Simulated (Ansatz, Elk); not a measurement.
## Sr2IrS4: X-ray structure factors from the self-consistent density

Structure refinements treat a crystal as free atoms side by side. For a made-up structure of Sr2IrS4 (cell and positions from a PBE relaxation) the runs below show what the calculated density changes in F(hkl).

Program: Elk 11.2.3 (patched build). Level of theory: DFT, PBE, all-electron APW+lo, Dirac cores, scalar-relativistic bands, static density, no spin. Results are calculated unless marked as measured.

The structure was built from a prototype and need not be the compound's stable phase.

## Step 1: Starting point

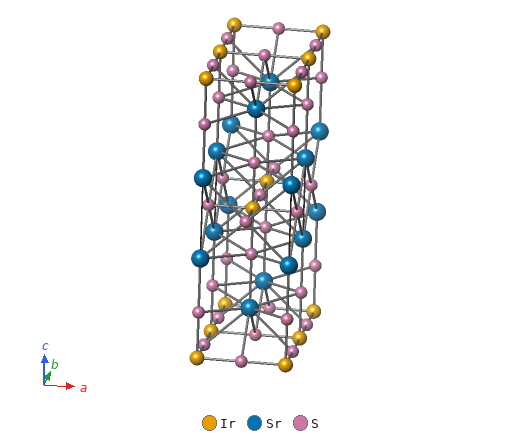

Start, viewed slightly off an axis; iridium orange, strontium blue, sulfur pink. 1×2×1 cells are drawn. This picture shows the conventional cell, with its axes. Some periodic images of atoms are drawn too.

## Step 2: Ground state and structure factors

An all-electron density is needed, since X-rays see the cores too. Task 0 finds the density and task 195 Fourier-transforms it; tshift is off so that phases refer to the origin typed.

Contents of elk.in:

```
tasks
  0
  195

xctype
  20

spinpol
  .false.

rgkmax
  7.0

gmaxvr
  14.0

lmaxo
  7

lmaxapw
  8

swidth
  0.002

tshift
  .false.

ramdisk
  .false.

hmaxvr
  5.5

maxscl
  120

epspot
  1e-06

sppath
  './'

avec
  -4.38771725897 4.38771725897 14.37165830831
  4.38771725897 -4.38771725897 14.37165830831
  4.38771725897 4.38771725897 -14.37165830831

atoms
  3
  'Ir.in'
  1
  0.0000000000 0.0000000000 -0.0000000000   0.000000 0.000000 0.000000
  'Sr.in'
  2
  0.3561075175 0.3561075175 0.0000000000   0.000000 0.000000 0.000000
  0.6438924825 0.6438924825 0.0000000000   0.000000 0.000000 0.000000
  'S.in'
  4
  0.1634019357 0.1634019357 0.0000000000   0.000000 0.000000 0.000000
  0.8365980643 0.8365980643 0.0000000000   0.000000 0.000000 0.000000
  0.5000000000 0.0000000000 0.5000000000   0.000000 0.000000 0.000000
  0.0000000000 0.5000000000 0.5000000000   0.000000 0.000000 0.000000

ngridk
  7 7 7
```

Launch:

```bash
$ OMP_NUM_THREADS=4 elk
```

Numbers of over 12 decimals in the logs are rounded to 6 here.

Output:

```text
┌─────────────────────────┐
│ Elk code version 11.2.3 │
└─────────────────────────┘

All units are atomic (Hartree, Bohr, etc.)

┌─────────────────────────────────────────────────┐
│ Ground-state run starting from atomic densities │
└─────────────────────────────────────────────────┘

Lattice vectors :
  -4.387717259       4.387717259       14.37165831
   4.387717259      -4.387717259       14.37165831
   4.387717259       4.387717259      -14.37165831

Reciprocal lattice vectors :
  0.1994911693E-16  0.7159970591      0.2185963920
  0.7159970591      0.1994911693E-16  0.2185963920
  0.7159970591      0.7159970591      0.2436615758E-17

Unit cell volume      :    1106.736270
Brillouin zone volume :   0.2241276627

Muffin-tin inner radius fraction :   0.1000000000E-01

Nuclei treated as point charges

Species : 1 (Ir)
 parameters loaded from : Ir.in
 name : iridium
 nuclear charge    :   -77.00000000
 electronic charge :    77.00000000
 atomic mass :    350390.1562
 muffin-tin radius :    2.429121665
 number of radial points in muffin-tin :   1393
 inner part over the whole radius :   0.9901520373E-02
 number on inner part of muffin-tin    :    996
 approximate nuclear radius :   0.1024342351E-03
 number of mesh points to nuclear radius :    526
 atomic positions (lattice), magnetic fields (Cartesian) :
  1 :   0.00000000  0.00000000  0.00000000    0.00000000  0.00000000  0.00000000

Species : 2 (Sr)
 parameters loaded from : Sr.in
 name : strontium
 nuclear charge    :   -38.00000000
 electronic charge :    38.00000000
 atomic mass :    159721.4892
 muffin-tin radius :    2.600000000
 number of radial points in muffin-tin :   1193
 inner part over the whole radius :   0.9909106339E-02
 number on inner part of muffin-tin    :    847
 approximate nuclear radius :   0.8067967193E-04
 number of mesh points to nuclear radius :    415
 atomic positions (lattice), magnetic fields (Cartesian) :
  1 :   0.35610752  0.35610752  0.00000000    0.00000000  0.00000000  0.00000000
  2 :  -0.35610752 -0.35610752  0.00000000    0.00000000  0.00000000  0.00000000

Species : 3 (S)
 parameters loaded from : S.in
 name : sulphur
 nuclear charge    :   -16.00000000
 electronic charge :    16.00000000
 atomic mass :    58450.91931
 muffin-tin radius :    1.908595594
 number of radial points in muffin-tin :    793
 inner part over the whole radius :   0.9936235243E-02
 number on inner part of muffin-tin    :    552
 approximate nuclear radius :   0.6195814986E-04
 number of mesh points to nuclear radius :    253
 atomic positions (lattice), magnetic fields (Cartesian) :
  1 :   0.16340194  0.16340194  0.00000000    0.00000000  0.00000000  0.00000000
  2 :  -0.16340194 -0.16340194  0.00000000    0.00000000  0.00000000  0.00000000
  3 :   0.50000000  0.00000000  0.50000000    0.00000000  0.00000000  0.00000000
  4 :   0.00000000  0.50000000  0.50000000    0.00000000  0.00000000  0.00000000

Total number of atoms per unit cell :    7
Total muffin-tin volume :    323.7742203
 ratio of muffin-tin to unit cell volume :   0.2925486668

Spin treatment :
 spin-unpolarised

Number of Bravais lattice symmetries :   16
Number of crystal symmetries         :   16
Crystal has inversion symmetry
Real symmetric eigensolver will be used

k-point grid :      7     7     7
k-point offset :    0.000000000       0.000000000       0.000000000
k-point set is reduced with full crystal symmetry group
Total number of k-points :       40

Muffin-tin radius times maximum |G+k| :    7.000000000
 using average radius
Maximum |G+k| for APW functions       :    3.210272023
Maximum (1/2)|G+k|²                   :    5.152923232
Maximum |G| for potential and density :    14.00000000
Constant for pseudocharge density :    9
 order of it for each species :   16  16  16
 order of it for pair densities of each species (exact exchange by exxq0 0: 17) :   12  14   6
Radial integration step length :    1

G-vector grid sizes :     70    70    70
Number of G-vectors :    51313

[...]
electron entropic           :    -0.14763846730803E-02
 total energy                :     -25817.239670916

Density of states at Fermi energy :    115.4124594
 (states/Hartree/unit cell)

Estimated indirect band gap :   0.2394464478E-02
 from k-point 20 to k-point 23
Estimated direct band gap   :   0.7084587700E-02
 at k-point 7

Charges :
 core                        :    144.0000000
 valence                     :    73.00000000
 interstitial                :    15.64522424
 muffin-tins (core leakage)
  species : 1 (Ir)
[...]
species : 2 (Sr)
[...]
species : 3 (S)
[...]
total in muffin-tins        :    201.3547758
 total calculated charge     :    216.9950541
 total charge                :    217.0000000
 error                       :   0.4945867334E-02

RMS change in Kohn-Sham potential (target) :   0.3262011321     (  0.1000000000E-05)
Absolute change in total energy (target)   :   0.6236704344     (  0.1000000000E-03)

[... loops 3 to 15 left out ...]

┌──────────────────┐
│ Loop number : 16 │
└──────────────────┘

Energies :
 Fermi                       :     0.200939
 sum of occupied eigenvalues :     -15609.534618077
 electron kinetic            :      28508.619175401
 core electron kinetic       :      27595.615822381
 Coulomb                     :     -53661.155716494
 Coulomb potential           :     -43254.307060263
 nuclear-nuclear             :     -1960.9807667937
 electron-nuclear            :     -60177.614666828
 Hartree                     :      8477.4397171283
 Madelung                    :     -32034.002186362
 xc potential                :     -863.84673321499
 exchange                    :     -651.29947559183
 correlation                 :     -11.050647381718
 electron entropic           :    -0.19122082076459E-02
 total energy                :     -25814.888576275

Density of states at Fermi energy :    138.6798571
 (states/Hartree/unit cell)

Estimated indirect band gap :   0.1718813878E-02
 from k-point 40 to k-point 25
Estimated direct band gap   :   0.6769840407E-02
 at k-point 18

Charges :
 core                        :    144.0000000
 valence                     :    73.00000000
 interstitial                :    15.57518015
 muffin-tins (core leakage)
  species : 1 (Ir)
[...]
species : 2 (Sr)
[...]
species : 3 (S)
[...]
total in muffin-tins        :    201.4248198
 total calculated charge     :    216.9951652
 total charge                :    217.0000000
 error                       :   0.4834804319E-02

RMS change in Kohn-Sham potential (target) :   0.1845883340E-06 (  0.1000000000E-05)
Absolute change in total energy (target)   :   0.7342847675E-04 (  0.1000000000E-03)

Convergence targets achieved

┌──────────────────┐
│ Loop number : 17 │
└──────────────────┘

Energies :
 Fermi                       :     0.200939
 sum of occupied eigenvalues :     -15609.534604581
 electron kinetic            :      28508.619197572
 core electron kinetic       :      27595.615835895
 Coulomb                     :     -53661.155724029
 Coulomb potential           :     -43254.307047927
 nuclear-nuclear             :     -1960.9807667937
 electron-nuclear            :     -60177.614694101
 Hartree                     :      8477.4397368660
 Madelung                    :     -32034.002200065
 xc potential                :     -863.84675422679
 exchange                    :     -651.29947578195
 correlation                 :     -11.050647422993
 electron entropic           :    -0.19122093507657E-02
 total energy                :     -25814.888561871

Density of states at Fermi energy :    138.6799339
 (states/Hartree/unit cell)

Estimated indirect band gap :   0.1718794115E-02
 from k-point 40 to k-point 25
Estimated direct band gap   :   0.6769838475E-02
 at k-point 18

Charges :
 core                        :    144.0000000
 valence                     :    73.00000000
 interstitial                :    15.57517987
 muffin-tins (core leakage)
  species : 1 (Ir)
[...]
species : 2 (Sr)
[...]
species : 3 (S)
[...]
atom 2                    :    13.56554675     (  0.4855206467E-03)
   atom 3                    :    13.62230604     (  0.4886415005E-03)
   atom 4                    :    13.62230604     (  0.4886415005E-03)
 total in muffin-tins        :    201.4248201
 total calculated charge     :    216.9951652
 total charge                :    217.0000000
 error                       :   0.4834804843E-02

┌──────────────────────────────┐
│ Self-consistent loop stopped │
└──────────────────────────────┘

Warning : core states of species 1 leak from the muffin-tin :   0.1598128138E-02

Warning : core states of species 3 leak from the muffin-tin :   0.4886415005E-03

Wrote STATE.OUT
```

Elapsed: 92 s, on 4 threads of Arm Neoverse V2, shared host; peak memory 0.39 GiB.

SFACRHO.OUT:

```text

h k l indices transformed by vhmat matrix:
   1.000000000       0.000000000       0.000000000    
   0.000000000       1.000000000       0.000000000    
   0.000000000       0.000000000       1.000000000    

      h      k      l  multipl.   |H|            Re(F)            Im(F)           |F|

      0      0      0      1   0.0000000       217.00000     -0.46594863E-16   217.00000    
      1      1     -1      2  0.43719278       74.273034     -0.10549037E-14   74.273034    
      0     -1      0      8  0.74862285       44.455998     -0.73675077E-14   44.455998    
     -2     -2      2      2  0.87438557       23.129864      0.11586168E-13   23.129864    
      2      1     -2      8  0.97093318       102.45563     -0.15934342E-13   102.45563    
      0      0     -1      4   1.0125728       133.24040     -0.25890857E-14   133.24040    
     -1     -1      0      8   1.1029239       17.164316      0.12082749E-14   17.164316    
     -3     -2      3      8   1.3066221       86.229499     -0.64485690E-14   86.229499    
      3      3     -3      2   1.3115784       149.80605      0.18404703E-13   149.80605    
     -1     -3      2      8   1.3378541      -23.252170      0.11380514E-13   23.252170    
      1     -1     -1      4   1.4319941       165.45610      0.21699955E-14   165.45610    
      0     -2      0      8   1.4972457       60.866639      0.68993214E-16   60.866639    
      1     -2      0     16   1.6158723       37.364094      0.23198855E-14   37.364094    
      3      3     -2      8   1.6569675       97.674392      0.44267622E-13   97.674392    
      1      3     -3      8   1.6778430       20.233082      0.51891557E-14   20.233082    
     -4     -3      4      8   1.6894042       17.749443     -0.18919191E-13   17.749443    
     -3      0      2     16   1.7301209       91.233374     -0.13031868E-14   91.233374    
      4      4     -4      2   1.7487711       104.48946     -0.59575762E-14   104.48946
```

Elk indexes on the primitive cell of elk.in and gives |H| = 4π sin θ/λ in inverse bohr. Below, one row stands for each form hkl of the conventional cell (m members, Friedel mates merged), F is for one primitive cell and the density is static (no thermal factor). Free-atom factors are Waasmaier and Kirfel's, and R is Σm||F|−|F'||/Σm|F|.

| hkl | m | sin θ/λ (Å⁻¹) | abs F, DFT | neutral atoms | diff. |
| --- | --- | --- | --- | --- | --- |
| 002 | 2 | 0.066 | 74.273 | 74.285 | -0.012 |
| 101 | 8 | 0.113 | 44.456 | 44.368 | +0.088 |
| 004 | 2 | 0.132 | 23.130 | 23.223 | -0.093 |
| 103 | 8 | 0.146 | 102.456 | 102.855 | -0.399 |
| 110 | 4 | 0.152 | 133.240 | 133.055 | +0.185 |
| 112 | 8 | 0.166 | 17.164 | 17.662 | -0.498 |
| 105 | 8 | 0.197 | 86.230 | 86.122 | +0.107 |
| 006 | 2 | 0.197 | 149.806 | 149.339 | +0.467 |
| 114 | 8 | 0.201 | 23.252 | 22.943 | +0.309 |
| 200 | 4 | 0.215 | 165.456 | 165.543 | -0.087 |
| 202 | 8 | 0.225 | 60.867 | 60.877 | -0.010 |
| 211 | 16 | 0.243 | 37.364 | 37.495 | -0.131 |
| 116 | 8 | 0.249 | 97.674 | 97.770 | -0.096 |
| 204 | 8 | 0.252 | 20.233 | 20.307 | -0.074 |

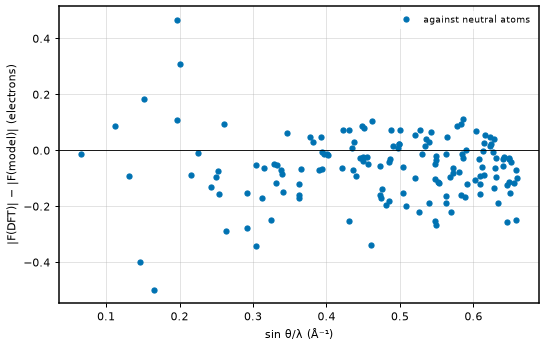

Difference between the calculated structure factors and the independent-atom ones.

## Step 3: The highest occupied states alone

An energy window below the Fermi level keeps the highest occupied states, to see at which angles they scatter; shallow core shells can lie inside it and anion s states outside. No new self-consistency is needed.

elk.in, as its differences from that of step 2:

```diff
@@ -1,3 +1,2 @@
 tasks
-  0
   195
@@ -40,2 +39,5 @@
 
+wsfac
+  -0.350300 0.500940
+
 sppath
```

Launch:

```bash
$ OMP_NUM_THREADS=4 elk
```

Output:

```text
┌─────────────────────────────────┐
│ Elk code version 11.2.3 started │
└─────────────────────────────────┘

Info(readinput): the functional depends on the density's gradient
 muffin-tin radial points multiplied by    2.00000
 (not where nrmtscf is given)

┌────────────────────┐
│ Current task : 195 │
└────────────────────┘
Info(checkmt): changed muffin-tin radius of species 1 (Ir) from   2.8000 to   2.4291
Info(checkmt): changed muffin-tin radius of species 3 (S) from   2.2000 to   1.9086

Info(sfacrho): density structure factors written to SFACRHO.OUT

 Energy window :  -0.3503000000      0.5009400000

┌──────────────────┐
│ Elk code stopped │
└──────────────────┘
```

It took 21 s on 4 threads; peak memory 0.25 GiB; 26 s of CPU time.

States within 15 eV below the Fermi level hold 37.00 electrons; any levels below the window count with the cores. Their amplitudes can exceed the total, where window and core parts have opposite phase:

| hkl | sin θ/λ (Å⁻¹) | abs F, window | abs F, all |
| --- | --- | --- | --- |
| 002 | 0.066 | 12.729 | 74.273 |
| 101 | 0.113 | 9.799 | 44.456 |
| 004 | 0.132 | 7.808 | 23.130 |
| 103 | 0.146 | 1.844 | 102.456 |
| 110 | 0.152 | 4.489 | 133.240 |
| 112 | 0.166 | 3.928 | 17.164 |
| 105 | 0.197 | 4.357 | 86.230 |
| 006 | 0.197 | 10.255 | 149.806 |
| 114 | 0.201 | 2.851 | 23.252 |
| 200 | 0.215 | 7.793 | 165.456 |

## Step 4: Another functional

The difference from free atoms is small, so it is set against the change that LDA (Perdew-Wang) makes.

elk.in, as its differences from that of step 3:

```diff
@@ -1,2 +1,3 @@
 tasks
+  0
   195
@@ -4,3 +5,3 @@
 xctype
-  20
+  3
 
@@ -39,5 +40,2 @@
 
-wsfac
-  -0.350300 0.500940
-
 sppath
```

Launch:

```bash
$ OMP_NUM_THREADS=4 elk
```

Output:

```text
┌─────────────────────────┐
│ Elk code version 11.2.3 │
└─────────────────────────┘

All units are atomic (Hartree, Bohr, etc.)

┌─────────────────────────────────────────────────┐
│ Ground-state run starting from atomic densities │
└─────────────────────────────────────────────────┘

Lattice vectors :
  -4.387717259       4.387717259       14.37165831
   4.387717259      -4.387717259       14.37165831
   4.387717259       4.387717259      -14.37165831

Reciprocal lattice vectors :
  0.1994911693E-16  0.7159970591      0.2185963920
[...]
species : 3 (S)
[...]
atom 3                    :    13.60591856     (  0.4892350454E-03)
   atom 4                    :    13.60591856     (  0.4892350454E-03)
 total in muffin-tins        :    201.3882550
 total calculated charge     :    216.9951597
 total charge                :    217.0000000
 error                       :   0.4840262999E-02

┌──────────────────────────────┐
│ Self-consistent loop stopped │
└──────────────────────────────┘

Warning : core states of species 1 leak from the muffin-tin :   0.1593846523E-02

Warning : core states of species 3 leak from the muffin-tin :   0.4892350454E-03

Wrote STATE.OUT
[key lines of the parts left out:]
total energy                :     -25792.750579035
```

Run time: 68 s. Hardware: 4 threads; peak memory 0.29 GiB.

Against the first run R = 0.04 %; the largest change is -0.075 at 440.

## Step 5: Basis size

The basis and the expansions that go with it are enlarged, to see whether the differences are converged.

elk.in, as its differences from that of step 4:

```diff
@@ -5,3 +5,3 @@
 xctype
-  3
+  20
 
@@ -11,12 +11,12 @@
 rgkmax
-  7.0
+  8.5
 
 gmaxvr
-  14.0
+  18.0
 
 lmaxo
-  7
+  9
 
 lmaxapw
-  8
+  10
```

Launch:

```bash
$ OMP_NUM_THREADS=4 elk
```

Output:

```text
┌─────────────────────────┐
│ Elk code version 11.2.3 │
└─────────────────────────┘

All units are atomic (Hartree, Bohr, etc.)

┌─────────────────────────────────────────────────┐
│ Ground-state run starting from atomic densities │
└─────────────────────────────────────────────────┘

Lattice vectors :
  -4.387717259       4.387717259       14.37165831
   4.387717259      -4.387717259       14.37165831
   4.387717259       4.387717259      -14.37165831

Reciprocal lattice vectors :
  0.1994911693E-16  0.7159970591      0.2185963920
[...]
species : 3 (S)
[...]
atom 3                    :    13.62772622     (  0.4891078833E-03)
   atom 4                    :    13.62772622     (  0.4891078833E-03)
 total in muffin-tins        :    201.4530138
 total calculated charge     :    216.9965145
 total charge                :    217.0000000
 error                       :   0.3485503026E-02

┌──────────────────────────────┐
│ Self-consistent loop stopped │
└──────────────────────────────┘

Warning : core states of species 1 leak from the muffin-tin :   0.1598914162E-02

Warning : core states of species 3 leak from the muffin-tin :   0.4891078833E-03

Wrote STATE.OUT
[key lines of the parts left out:]
total energy                :     -25814.900871822
```

Wall time 5 min (4 threads); peak memory 0.8 GiB.

Against the first run R = 0.01 %; the largest change is -0.015 at 2 2 12.

## Step 6: Settings against the effect

| run | R against the first run (%) | R against neutral atoms, low angle (%) | wall time |
| --- | --- | --- | --- |
| PBE, rgkmax 7 | 0.00 | 0.25 | 92 s |
| LDA (Perdew-Wang) | 0.04 | 0.22 | 68 s |
| rgkmax 8.5 with larger expansions | 0.01 | 0.25 | 5 min |

## Step 7: Results

- R against neutral atoms, sin θ/λ < 0.3 Å⁻¹: 0.25 %
- R against neutral atoms, 0.3 to 0.66 Å⁻¹: 0.17 %

**Reading.** Independent neutral atoms miss the calculated amplitudes by R = 0.25 % below 0.3 Å⁻¹ and 0.17 % from there to 0.66 Å⁻¹; by shells, 0.30 % below 0.15 Å⁻¹ (4 forms), 0.24 % 0.15 to 0.3 (15 forms), 0.14 % 0.3 to 0.45 (36 forms), 0.18 % above 0.45 (94 forms). Bonding, aspherical density and the tables' own atoms all enter these figures, and the runs don't part them. The largest change of an amplitude is -0.50 electrons, at 112. The window's part falls from 37.0 electrons at the origin to at most 0.68 between 0.45 and 0.66 Å⁻¹. Below 0.3 Å⁻¹ the changes that finished (LDA (Perdew-Wang) and rgkmax 8.5 with larger expansions) move F by R = 0.04 % at most, against the 0.25 % that separates it from free atoms. The k-mesh has no finished test. These runs have no spin, though d or f shells may be open. The electron count is odd, so without spin the run is a metal by force. Spin-orbit coupling is left out, which can matter for elements this heavy. Part of the difference isn't bonding: the tables are fits to free atoms and ions calculated by other methods than this functional. Thermal motion, anomalous dispersion and extinction are left out.

[Logs are printed without paths, hosts, clocks, repeated set-up lines and the standing remarks that a program may print on its own settings, such as how far it seeks lower states.]

[Hosts, paths, dates, database ids (printed as entryN), source tags and the programs' standing remarks are cut or masked in the printed files.]
